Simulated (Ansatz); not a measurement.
# Bands, cutoff and cost in G0W0 for SnO2 (Cassiterite), part 2 of 2

Wanted: a G0W0 gap for SnO2 (Cassiterite) that is converged in bands and cutoff, or an estimate of the limit.

Ansatz 0.2.0; G0W0 on PBE, plane waves, PAW. Known limits of the many-body steps: not at the basis limit; no spin-orbit coupling; coarse k mesh.

So far. Step 4 (566 empty bands, screening to 230 eV): Against the run with 4×4×6 mesh, 263 empty bands, screening to 138 eV, the gap moves by +0.04 eV. Step 5 (Changing the k mesh: 4×4×4 mesh, 263 empty bands …): Against the run with 4×4×6 mesh, 263 empty bands, screening to 138 eV, the gap moves by −0.014 eV.

## Step 6: Changing the frequency model: 4×4×6 mesh, 566 empty bands, screening to 230 eV, plasmon pole

A plasmon pole stands in for the full frequency dependence of the screening; this run shows what that costs in accuracy. Bands and cutoff differ from the step before, so it is read against an earlier run that matches them.

File input.yaml:

```yaml
crystal:
  lattice:
    - [4.738, 0.0, 0.0]
    - [0.0, 4.738, 0.0]
    - [0.0, 0.0, 3.1865]
  atoms:
    - { symbol: Sn, position: [0.0, 0.0, 0.0] }
    - { symbol: Sn, position: [0.5, 0.5, 0.5] }
    - { symbol: O, position: [0.3071, 0.3071, 0.0] }
    - { symbol: O, position: [0.1929, 0.8071, 0.5] }
    - { symbol: O, position: [0.6929, 0.6929, 0.0] }
    - { symbol: O, position: [0.8071, 0.1929, 0.5] }
kpoints:
  mp_grid: { grid: [4, 4, 6] }
hamiltonian:
  xc: pbe
  pseudopotentials: { kind: paw, azcp: { folder: "./paw" } }
scf:
  occupations: { method: fixed }
gw:
  n_empty_bands: 566
  ecut_chi: 230.0
  qp_bands: [v2, c2]
  qp_kpoints: band_edges
  screening: { model: godby_needs }
```

Launch:

```console
$ ansatz run input.yaml --threads 3 --pin off --max-ram 92160MiB --backend cuda --events-out ev --progress --plain --runs-dir out --devices 1 --max-vram 13GiB
```

Numbers of over 12 decimals in the logs are rounded to 6 here.

Log:

```text
GPUs: using 1 of 1 available (devices: 1).
[...]
GPU FFT provider: cuFFT
GPU libraries: cuBLAS 13.8.2, cuFFT 12.4.0, cuSOLVER 12.3.4
Crystal: 6 atoms, lattice volume = 71.533 Å³
Basis set: ecut = 420 eV, 1411 PW (Γ)
Bands: 32, of which v1, the nominal top of the filled ones, is band 26 counted from 1 (25 counted from 0)
Symmetry: 16 space group operations
[...]
k-points: 24 of 96
[...]
1    28     16.2369   -13.1489    -4.8557   -19.1791  0.8231    17.4181    17.4114  root
[...]
23    25      8.7330   -26.6295     5.2165   -20.3070  0.7829     7.6188     7.6270  root
    23    26      8.7330   -26.6295     5.2165   -20.3070  0.7829     7.6188     7.6270  root
    23    27     14.5098   -13.3359    -4.3706   -18.6936  0.8337    15.4997    15.4969  root
    23    28     14.5098   -13.3359    -4.3706   -18.6936  0.8337    15.4997    15.4969  root
[key lines of the parts left out:]
SCF converged after 8 iterations
Free energy (F): -14318.020851 eV
Fermi energy:    9.564227 eV
```

It took 55 s on 1 × NVIDIA H100 80GB HBM3 (shared by 6 runs) with 3 threads of AMD EPYC 7R13 (Zen 3), shared host; peak memory 3.8 GiB; 85 s of CPU time.

Numbers from this step:

- bands summed: 592
- plasmon-pole fit frequency: 31.66 eV
- RPA ε∞ on this mesh (eigenvalues): 4.312, 4.312, 4.538
- plane waves in the screening matrix: 563
- G0W0 gap on the mesh: 2.901 eV
- k of the valence top: 0, 0, 0
- k of the conduction bottom: 0, 0, 0
- starting gap on the mesh: 1.283 eV
- least direct G0W0 gap on the computed points: 2.901 eV

Against the run with 4×4×6 mesh, 566 empty bands, screening to 230 eV, the gap moves by +0.06 eV.

## Step 7: Changing the files and raising the bands: 4×4×6 mesh, 839 empty bands, screening to 299 eV, hard PAW files

Other atomic data (hard PAW) test the pseudisation: the cutoff goes from 420 to 930 eV and the valence electrons from 52 to 68, which opens shells that were frozen. Bands and screening cutoff change too, so the step is no clean test of the files.

input.yaml, the sections that differ from step 6:

```yaml
hamiltonian:
  xc: pbe
  pseudopotentials: { kind: paw, source: ansatz }
gw:
  n_empty_bands: 839
  ecut_chi: 299.0
  qp_bands: [v2, c2]
  qp_kpoints: band_edges
  screening: { model: contour_deformation }
# crystal, kpoints, scf: as in step 6
```

Log:

```text
GPUs: using 1 of 1 available (devices: 1).
[...]
GPU FFT provider: cuFFT
GPU libraries: cuBLAS 13.8.2, cuFFT 12.4.0, cuSOLVER 12.3.4
Crystal: 6 atoms, lattice volume = 71.533 Å³
Basis set: ecut = 930 eV, 4587 PW (Γ)
Bands: 41, of which v1, the nominal top of the filled ones, is band 34 counted from 1 (33 counted from 0)
Symmetry: 16 space group operations
[...]
k-points: 24 of 96
[...]
1    36     17.8033   -13.1252    -5.1680   -19.1581  0.7885    18.6815    18.6681  root
[...]
23    33     10.3000   -26.6274     4.9985   -20.3023  0.7425     8.9338     8.9734  root
    23    34     10.3000   -26.6274     4.9985   -20.3023  0.7425     8.9338     8.9734  root
    23    35     16.0731   -13.3208    -4.6007   -18.6828  0.8089    16.8416    16.8344  root
    23    36     16.0731   -13.3208    -4.6007   -18.6828  0.8089    16.8416    16.8344  root
[key lines of the parts left out:]
SCF converged after 8 iterations
Free energy (F): -21719.985827 eV
Fermi energy:    11.134553 eV
```

Run time: 2 min. Hardware: 1 × NVIDIA H100 80GB HBM3 (shared by 6 runs) with 3 threads; peak memory 6 GiB; 3.2 min of CPU time.

This step gave:

```
bands summed                                 : 873
RPA ε∞ on this mesh (eigenvalues)            : 4.300, 4.300, 4.522
plane waves in the screening matrix          : 825
G0W0 gap on the mesh                         : 2.999 eV
k of the valence top                         : 0, 0, 0
k of the conduction bottom                   : 0, 0, 0
starting gap on the mesh                     : 1.287 eV
least direct G0W0 gap on the computed points : 2.999 eV
```

Against the run with 4×4×6 mesh, 566 empty bands, screening to 230 eV, the gap moves by +0.15 eV.

## Step 8: The runs together

Times are wall times on 1 × NVIDIA H100 80GB HBM3 (shared by 6 runs) with 3 threads of AMD EPYC 7R13 (Zen 3), shared host, good to a factor of about two.

```
 mesh        files            frequency  bands summed  cutoff (eV)  start (eV)  G0W0 (eV)   time  host memory (GiB)
4×4×6  default PAW  contour deformation           119           69       1.283      2.744   23 s                1.1
4×4×6  default PAW  contour deformation           289          138       1.283      2.808   44 s                1.5
4×4×6  default PAW  contour deformation           592          230       1.283      2.844   48 s                2.8
4×4×4  default PAW  contour deformation           289          138       1.282      2.795   29 s                1.4
4×4×6  default PAW         plasmon pole           592          230       1.283      2.901   55 s                3.8
4×4×6     hard PAW  contour deformation           873          299       1.287      2.999  2 min                6.0
```

How the two edges are built up, in eV (the quasiparticle level is the starting level plus Σx plus Σc less Vxc):

```
      run               edge  start      Σx     Σc     Vxc     Z     QP
119 bands        valence top   9.56  -27.18   5.53  -21.14  0.76   9.05
119 bands  conduction bottom  10.85  -14.48  -3.16  -18.59  0.83  11.80
289 bands        valence top   9.56  -27.18   5.23  -21.14  0.75   8.75
289 bands  conduction bottom  10.85  -14.48  -3.40  -18.59  0.82  11.56
592 bands        valence top   9.56  -27.18   4.99  -21.14  0.75   8.52
592 bands  conduction bottom  10.85  -14.48  -3.60  -18.59  0.82  11.36
```

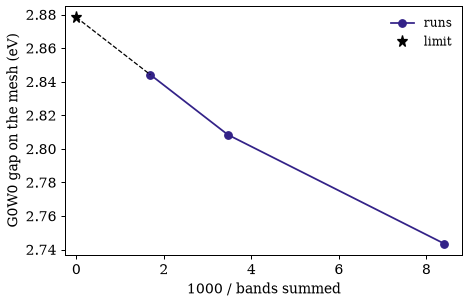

The gap against one over the number of bands; the dashed line carries the two highest rungs to the limit.

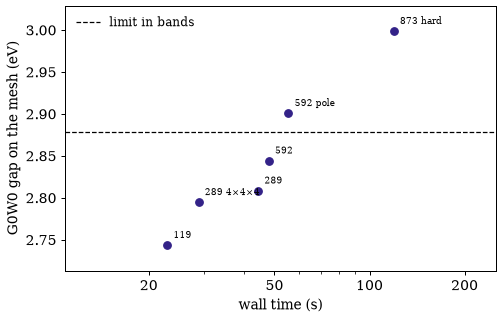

Result against wall time.

## Step 9: Summary of results

| Item | Value |
| --- | --- |
| 119 bands, 69 eV | 2.744 eV |
| 289 bands, 138 eV | 2.808 eV |
| 592 bands, 230 eV | 2.844 eV |
| estimated limit in bands and cutoff | 2.88 eV |
| mesh and start | 4×4×6, PBE |

**Reading.** A line in one over the bands through the two highest rungs gives 2.88 eV, +0.03 eV from the top rung; the pair below gives 2.85 eV, in fair agreement. The rungs stand 0.13 eV (119 bands), 0.07 eV (289 bands) and 0.03 eV (592 bands) from it. From 119 to 592 bands the gap moves by +0.10 eV while the time grows 2.1-fold. Σc changes by −0.54 eV at the valence top and −0.44 eV at the conduction bottom, so the levels themselves move more than the gap between them. On the 4×4×4 mesh in place of 4×4×6 the gap differs by −0.01 eV, of which −0.001 eV is already in the start. The plasmon-pole model gives +0.06 eV against contour deformation, 4 % of the correction, and saved no time in this program. With hard PAW files and 873 bands the gap is 3.00 eV; the line for the default PAW files gives 2.86 eV at that count, a difference of +0.14 eV that holds the line's own error too. The cheapest rung within 0.1 eV of this estimate is that with 289 bands (44 s). The many-body steps are scalar-relativistic: spin-orbit coupling is not in them.

[Paths, hosts, dates, memory and timing lines, banners, echoed tables and standing remarks are left out of the program output.]

[Logs are printed without paths, hosts, clocks, repeated set-up lines and the standing remarks that a program may print on its own settings, such as how far it seeks lower states.]

[Runs of the session that timed out or met a known fault of the program may be left out.]

[Cells called generated may have been cut or substituted from an entry of the Crystallography Open Database or the Materials Project.]

[Hosts, paths, dates, database ids (printed as entryN), source tags and the programs' standing remarks are cut or masked in the printed files.]
